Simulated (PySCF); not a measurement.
Geometry relaxation, with input and output: C₃H₁₁GeN

The run: geometry relaxation of C₃H₁₁GeN (GeH2Me(NHEt)), SMILES [H][Ge]([H])([CH3])[NH]CC. Method and program: PBE0-D3(BJ)/def2-SVP geometry optimisation, gas phase (PySCF 2.14.0).

It belongs to a series of runs on one base structure; here: one ligand: Cl to NHEt.

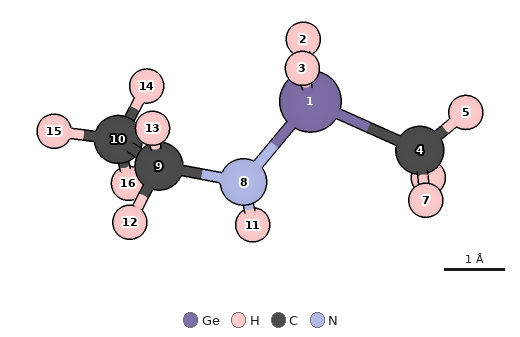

**Figure 1.** The input geometry (ball-and-stick view, seen at a tilt; atoms are numbered from 1 in the order of the input). Sticks mark near contacts.

**The input**
```
{"job": {"xc": "PBE0", "basis": "def2-SVP", "d3": "d3bj", "grid": 1, "maxiter": 40, "shake": 0.03, "kind": "geom"}, "charge": 0, "multiplicity": 1}
Ge     0.679780     1.054070     0.287650
H      0.360290     1.047120     1.770960
H      2.044890     0.989870     0.058900
C     -0.025840     2.794210    -0.481520
H      0.354690     3.639530    -0.078200
H     -1.201390     2.879020    -0.268310
H      0.040070     2.803340    -1.548080
N     -0.038300    -0.223910    -0.704730
C      0.242100    -1.611980    -0.378510
C     -0.523040    -2.249150     0.765420
H     -1.093710    -0.156210    -0.886690
H      0.065380    -2.205830    -1.325440
H      1.236200    -1.642850    -0.264370
H     -0.356460    -1.673690     1.666590
H     -0.230560    -3.309240     0.883600
H     -1.588480    -2.168260     0.569160
```

The first line tells a small driver script what to run in PySCF; the rest is the geometry in Å.

Run as:
```bash
OMP_NUM_THREADS=1 python <driver script> task.json out
```

**The program's output**
```
step   0  E = -2251.80312010  max force = 0.087935
step   1  E = -2251.84345576  max force = 0.009341
step   2  E = -2251.84437763  max force = 0.003115
step   3  E = -2251.84453925  max force = 0.001239
step   4  E = -2251.84456179  max force = 0.001001
step   5  E = -2251.84458372  max force = 0.000379
step   6  E = -2251.84458805  max force = 0.000296
optimisation converged
```

**Trajectory as extended XYZ (Å, eV, eV/Å), 7 frames, from step=0 to step=6**
```
16
Properties=species:S:1:pos:R:3:forces:R:3 step=0 energy=-61274.68394
Ge    0.6798    1.0541    0.2877   -3.1534   3.0289   0.2644
H     0.3603    1.0471    1.7710   -0.1131  -0.1038   0.6161
H     2.0449    0.9899    0.0589    3.7382  -0.2720  -0.4256
C    -0.0258    2.7942   -0.4815   -4.1355  -3.7383   0.3608
H     0.3547    3.6395   -0.0782    1.7932   3.1128   1.5425
H    -1.2014    2.8790   -0.2683    2.2896  -0.3702  -0.3082
H     0.0401    2.8033   -1.5481    0.3597  -0.0383  -1.1238
N    -0.0383   -0.2239   -0.7047   -3.4932  -1.5943  -0.8965
C     0.2421   -1.6120   -0.3785   -3.8220  -0.2180  -2.1900
C    -0.5230   -2.2492    0.7654    0.4114   0.1543  -0.5577
H    -1.0937   -0.1562   -0.8867    2.0327   0.3240   0.3077
H     0.0654   -2.2058   -1.3254    0.0375   0.2171   0.6794
H     1.2362   -1.6428   -0.2644    4.5218  -0.5506   0.9112
H    -0.3565   -1.6737    1.6666    0.2480   0.0508   0.7835
H    -0.2306   -3.3092    0.8836   -0.1492   0.2404   0.1711
H    -1.5885   -2.1683    0.5692   -0.5657  -0.2427  -0.1351
16
Properties=species:S:1:pos:R:3:forces:R:3 step=1 energy=-61275.78153
Ge    0.6287    1.1214    0.2772    0.1535   0.1935  -0.1157
H     0.2824    1.0967    1.7953    0.0873  -0.0990  -0.0477
H     2.1667    1.0335    0.0764   -0.1805  -0.0941   0.1207
C    -0.0662    2.7753   -0.4695   -0.4393  -0.0277  -0.0895
H     0.3718    3.6769   -0.0203    0.1654  -0.0408  -0.0696
H    -1.1495    2.8224   -0.2772   -0.0369  -0.0091   0.0472
H     0.0548    2.7764   -1.5630    0.1817   0.1007   0.0450
N    -0.1079   -0.2377   -0.7250    0.2444  -0.4803   0.2416
C     0.2232   -1.6330   -0.4315   -0.2431   0.3359  -0.3128
C    -0.5162   -2.2350    0.7539   -0.0218   0.2132  -0.0425
H    -1.1038   -0.1310   -0.8973   -0.0289   0.0701  -0.0110
H     0.0198   -2.2435   -1.3339   -0.0211   0.0495   0.0573
H     1.3117   -1.7122   -0.2858    0.0879   0.0667   0.0855
H    -0.3093   -1.6742    1.6807    0.0683  -0.0937  -0.0038
H    -0.2351   -3.2870    0.8960   -0.0237  -0.0974   0.1067
H    -1.6056   -2.1828    0.5906    0.0068  -0.0874  -0.0114
16
Properties=species:S:1:pos:R:3:forces:R:3 step=2 energy=-61275.80662
Ge    0.6109    1.1265    0.2754    0.0643   0.0874  -0.1013
H     0.2675    1.0746    1.7900    0.0327  -0.0180   0.0065
H     2.1442    0.9985    0.1059   -0.0842  -0.0124   0.0515
C    -0.0745    2.7863   -0.4806   -0.1602  -0.0315  -0.0136
H     0.3947    3.6713   -0.0262    0.0476  -0.0475  -0.0307
H    -1.1590    2.8529   -0.2999    0.0162   0.0052   0.0140
H     0.0858    2.7976   -1.5687    0.0735   0.0347   0.0328
N    -0.1204   -0.2393   -0.7191    0.0455  -0.1333   0.1344
C     0.2132   -1.6246   -0.4376    0.0106   0.1285  -0.0871
C    -0.5038   -2.2416    0.7561   -0.0242   0.0587  -0.0070
H    -1.1150   -0.1244   -0.8945   -0.0280   0.0281  -0.0292
H     0.0086   -2.2304   -1.3395   -0.0083  -0.0261   0.0005
H     1.3063   -1.6875   -0.2909   -0.0170  -0.0069   0.0189
H    -0.2837   -1.6893    1.6840    0.0255  -0.0287  -0.0044
H    -0.2127   -3.2935    0.9020   -0.0004  -0.0108   0.0163
H    -1.5964   -2.2110    0.6101    0.0065  -0.0273  -0.0014
16
Properties=species:S:1:pos:R:3:forces:R:3 step=3 energy=-61275.81101
Ge    0.5943    1.1341    0.2768    0.0035  -0.0481  -0.0285
H     0.2522    1.0792    1.7916    0.0019   0.0124   0.0103
H     2.1233    0.9880    0.1295    0.0020   0.0113   0.0044
C    -0.0769    2.7919   -0.4885    0.0102   0.0078  -0.0097
H     0.4142    3.6627   -0.0305   -0.0092  -0.0086   0.0054
H    -1.1603    2.8775   -0.3191   -0.0049   0.0150  -0.0024
H     0.1130    2.8054   -1.5713    0.0011   0.0051   0.0010
N    -0.1353   -0.2384   -0.7092   -0.0376   0.0252   0.0637
C     0.2059   -1.6197   -0.4415    0.0449   0.0081  -0.0156
C    -0.4930   -2.2504    0.7561   -0.0150  -0.0124   0.0143
H    -1.1294   -0.1191   -0.8904    0.0217  -0.0163  -0.0203
H    -0.0025   -2.2249   -1.3434    0.0007  -0.0066  -0.0032
H     1.3004   -1.6783   -0.2990   -0.0279  -0.0044  -0.0125
H    -0.2609   -1.7075    1.6861   -0.0007   0.0038   0.0007
H    -0.1916   -3.3013    0.8936    0.0056   0.0029  -0.0101
H    -1.5878   -2.2331    0.6256    0.0036   0.0047   0.0024
16
Properties=species:S:1:pos:R:3:forces:R:3 step=4 energy=-61275.81163
Ge    0.5879    1.1361    0.2797   -0.0174  -0.0266  -0.0191
H     0.2444    1.0887    1.7950   -0.0026   0.0112   0.0016
H     2.1167    0.9883    0.1384    0.0106   0.0055  -0.0040
C    -0.0751    2.7959   -0.4922    0.0208  -0.0083   0.0005
H     0.4201    3.6630   -0.0320   -0.0078   0.0016   0.0114
H    -1.1588    2.8903   -0.3285    0.0018   0.0057  -0.0046
H     0.1224    2.8088   -1.5735   -0.0057  -0.0005  -0.0027
N    -0.1425   -0.2383   -0.7021   -0.0198   0.0315   0.0515
C     0.2032   -1.6193   -0.4421    0.0242  -0.0081  -0.0097
C    -0.4885   -2.2577    0.7562   -0.0007  -0.0122   0.0070
H    -1.1356   -0.1206   -0.8871    0.0060  -0.0112  -0.0181
H    -0.0078   -2.2217   -1.3455   -0.0007  -0.0005  -0.0003
H     1.2979   -1.6766   -0.3051   -0.0097  -0.0018  -0.0077
H    -0.2520   -1.7195    1.6879   -0.0022   0.0047  -0.0001
H    -0.1828   -3.3085    0.8855    0.0021   0.0030  -0.0064
H    -1.5838   -2.2428    0.6321    0.0011   0.0062   0.0008
16
Properties=species:S:1:pos:R:3:forces:R:3 step=5 energy=-61275.81223
Ge    0.5728    1.1397    0.2865   -0.0134   0.0019   0.0076
H     0.2231    1.1102    1.8013   -0.0065   0.0030  -0.0052
H     2.1022    0.9873    0.1558    0.0109  -0.0088  -0.0094
C    -0.0693    2.8016   -0.4982    0.0195  -0.0008   0.0011
H     0.4304    3.6626   -0.0317   -0.0036   0.0103   0.0087
H    -1.1534    2.9113   -0.3475   -0.0021  -0.0069  -0.0045
H     0.1421    2.8124   -1.5769   -0.0074  -0.0026  -0.0025
N    -0.1587   -0.2371   -0.6872   -0.0070   0.0165   0.0176
C     0.1979   -1.6177   -0.4440   -0.0104  -0.0175  -0.0059
C    -0.4769   -2.2718    0.7560    0.0140  -0.0041  -0.0054
H    -1.1501   -0.1234   -0.8812   -0.0012  -0.0038  -0.0068
H    -0.0195   -2.2132   -1.3505   -0.0030   0.0038   0.0024
H     1.2935   -1.6710   -0.3202    0.0177   0.0030   0.0010
H    -0.2314   -1.7421    1.6902   -0.0019   0.0020  -0.0005
H    -0.1637   -3.3222    0.8689   -0.0032   0.0008   0.0020
H    -1.5736   -2.2603    0.6453   -0.0025   0.0033  -0.0002
16
Properties=species:S:1:pos:R:3:forces:R:3 step=6 energy=-61275.81234
Ge    0.5647    1.1410    0.2908   -0.0009   0.0140   0.0105
H     0.2090    1.1194    1.8043   -0.0052   0.0007  -0.0044
H     2.0943    0.9823    0.1651    0.0028  -0.0101  -0.0059
C    -0.0658    2.8046   -0.5004    0.0093   0.0014   0.0035
H     0.4334    3.6640   -0.0299   -0.0024   0.0054   0.0029
H    -1.1505    2.9190   -0.3574   -0.0008  -0.0096  -0.0028
H     0.1523    2.8144   -1.5777   -0.0023  -0.0019  -0.0004
N    -0.1673   -0.2361   -0.6803   -0.0030   0.0032  -0.0002
C     0.1956   -1.6167   -0.4459   -0.0117  -0.0079  -0.0037
C    -0.4694   -2.2780    0.7556    0.0095   0.0011  -0.0056
H    -1.1579   -0.1247   -0.8786   -0.0034  -0.0024  -0.0007
H    -0.0261   -2.2086   -1.3538   -0.0025   0.0036   0.0021
H     1.2922   -1.6669   -0.3296    0.0152   0.0030   0.0018
H    -0.2188   -1.7515    1.6903   -0.0006  -0.0002  -0.0002
H    -0.1532   -3.3282    0.8615   -0.0025  -0.0009   0.0032
H    -1.5668   -2.2678    0.6525   -0.0016   0.0007   0.0001
```

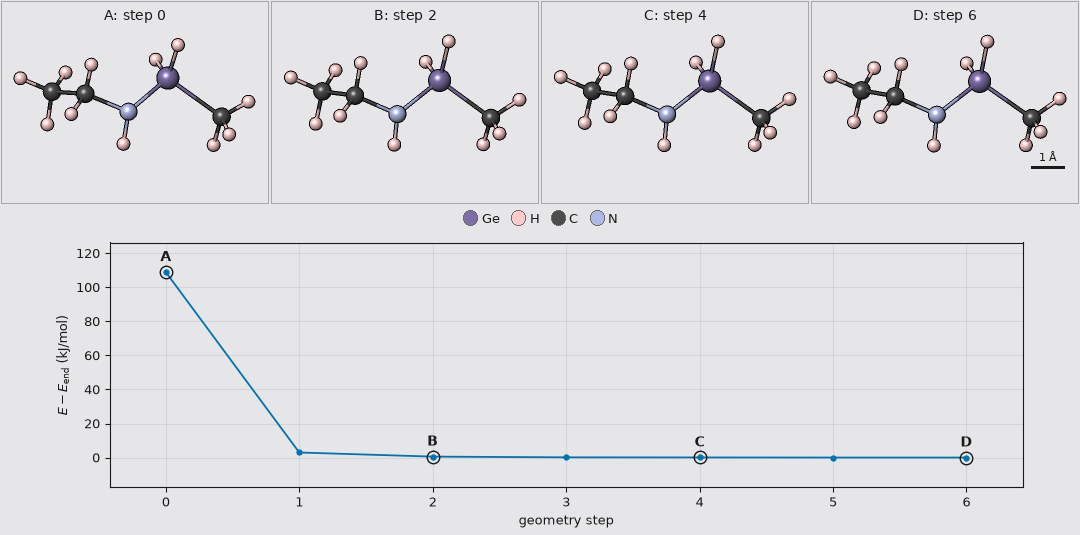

**Figure 2.** Frames of the relaxation (ball-and-stick view, seen at a tilt) above the curves, on which the letters mark them (steps are counted from 0).

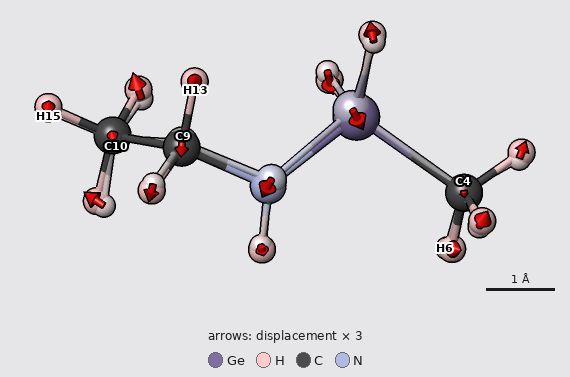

**Figure 3.** Start (faint) and end (solid) with the displacements as red arrows, magnified 3 times (ball-and-stick view, seen at a tilt). The two geometries are laid on each other by the best rigid fit. The energy falls by 108.9 kJ/mol in 6 geometry steps. The largest force component goes from 4.5 to 0.015 eV/Å. H2 moves most after the best rigid fit: 0.17 Å. By element the largest moves are H 0.17 Å, Ge 0.14 Å, N 0.13 Å, C 0.08 Å. Distances before and after: Ge1–H3 1.386 → 1.543 Å, C9–H13 1.001 → 1.104 Å, C4–H6 1.198 → 1.100 Å, C4–H5 1.011 → 1.100 Å. Among the angles that change: C9–N8–H11 106.7° → 112.4°, Ge1–C4–H5 115.8° → 110.3°, H6–C4–H7 103.7° → 108.8°. (Atoms are counted from 1 in the order of the input.)

**Key numbers**

```json
{"quantity": "outcome", "value": "converged"}
{"quantity": "total energy", "value": "−2251.844588 hartree"}
{"quantity": "dipole moment", "value": "0.85 D"}
{"quantity": "point group", "value": "C1"}
{"quantity": "hardware", "value": "1 CPU thread, shared host"}
{"quantity": "wall time", "value": "2.3 min"}
{"quantity": "peak memory", "value": "0.55 GiB"}
```
